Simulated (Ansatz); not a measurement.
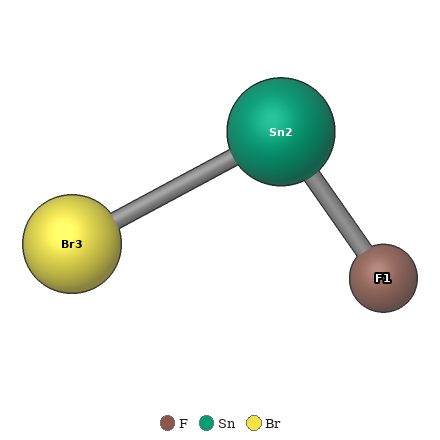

The system is BrFSn, SMILES [F][Sn][Br]; the picture shows the reference structure. First axis: angle F1–Sn2–Br3 (carried through 180). Second axis: change of the bonds Sn2–F1, Sn2–Br3, all alike. Nothing is relaxed (all other coordinates rigid). Grid: 15 × 15 points; 120 points were computed and 105 follow by symmetry. Points are written as (first, second). Energies: kJ/mol, counted from the lowest grid point. Theory: Ansatz, RHF/def2-TZVP.

Its coordinates:

```xyz
3

F    -1.3664    0.2114   -0.7329
Sn    0.1575    0.8988    0.1870
Br    1.2880   -1.3274    0.5656
```

The input of one point:

```yaml
crystal:
  periodic: [false, false, false]
  atoms:
    - { symbol: F, position_ang: [-0.662499, 2.626403, -0.074998] }
    - { symbol: Sn, position_ang: [0.157528, 0.898799, 0.187049] }
    - { symbol: Br, position_ang: [2.163343, 1.887006, 1.407182] }
basis:
  gaussian: { orbitals: def2-TZVP }
hamiltonian:
  xc: hf
output:
  forces: true
```

Range: angle F1–Sn2–Br3 (carried through 180) from 78.4 to 281.6°; change of the bonds Sn2–F1, Sn2–Br3, all alike from −0.244 to 0.377 Å.

What landscape does the calculation give?

The lowest grid point is at (93.0°, 0.022 Å); the map holds 2 wells of about this depth. No other kind of well shows on this grid. The highest grid point, (180.0°, −0.244 Å), lies 466 kJ/mol above the lowest. On the interpolated surface the easiest way out of the lowest well to a well of about the same depth near (267.0°, 0.022 Å) passes a barrier of about 171 kJ/mol.

```
second ↓, first →  78.4  93.0  107.5  122.0  136.5  151.0  165.5  180.0  194.5  209.0  223.5  238.0  252.5  267.0  281.6
            0.377   169   148    147    159    179    202    220    227    220    202    179    159    147    148    169
            0.333   143   122    122    136    158    183    203    211    203    183    158    136    122    122    143
            0.288   119    97     97    113    138    165    188    197    188    165    138    113     97     97    119
            0.244    96    73     75     93    120    150    175    185    175    150    120     93     75     73     96
            0.200    75    52     55     75    104    138    165    176    165    138    104     75     55     52     75
            0.155    57    33     37     59     91    128    158    170    158    128     91     59     37     33     57
            0.111    43    18     23     46     82    122    156    169    156    122     82     46     23     18     43
            0.067    33     6     12     38     77    121    158    173    158    121     77     38     12      6     33
            0.022    28     0      7     35     77    125    167    184    167    125     77     35      7      0     28
           −0.022    30     0      7     38     83    136    182    202    182    136     83     38      7      0     30
           −0.067    41     8     16     48     98    155    207    229    207    155     98     48     16      8     41
           −0.111    61    26     34     68    121    184    241    266    241    184    121     68     34     26     61
           −0.155    94    55     63    100    157    225    288    316    288    225    157    100     63     55     94
           −0.200   144   100    108    147    207    280    351    383    351    280    207    147    108    100    144
           −0.244   211   162    169    210    274    353    430    466    430    353    274    210    169    162    211
```

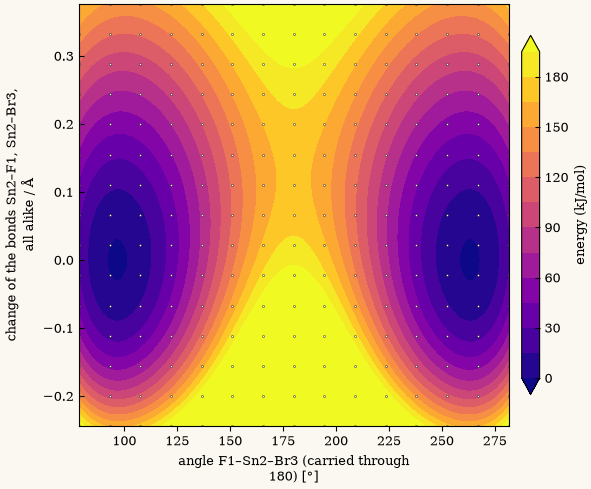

Drawn: filled contours, dots at the grid points, one colour for all values above the top of the scale. Between grid points the surface is interpolated.

Each point was launched as `ansatz run input.yaml --threads 1 --pin off --max-ram 2560MiB --backend cpu --events-out ev --progress --plain --runs-dir out`. The whole map (120 points run) took 7.7 min on 1 thread of Arm Neoverse V2 (shared host).
